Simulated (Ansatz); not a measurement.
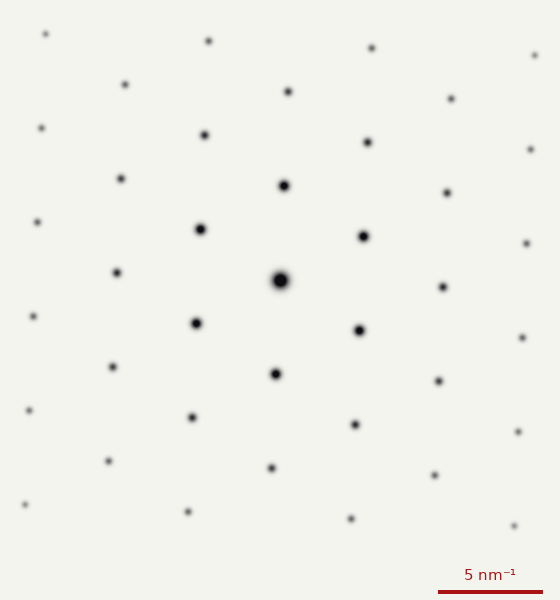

Kinematic zone-axis pattern, calculated for 200 keV electrons with B = 0.3 Å².

Question: Read the repeat vectors of the pattern off the scale bar.

Answer: The spots form a hexagonal net with both shortest vectors at d = 2.20 Å, 60.0° apart.

Question: What is the point symmetry of the pattern, intensities included?

Answer: 6mm. Such a pattern arises along the three- or sixfold axis of a trigonal, hexagonal or cubic crystal.

Question: Which crystal and zone produced it?

Answer: This cannot be fixed from one zone alone; the pattern is [111] of Mo, space group Im-3m (No. 229), a = 3.11 Å. The net vectors are -1 1 0 and -1 0 1. Structure: the input geometry of an electronic-structure calculation (not necessarily at equilibrium).
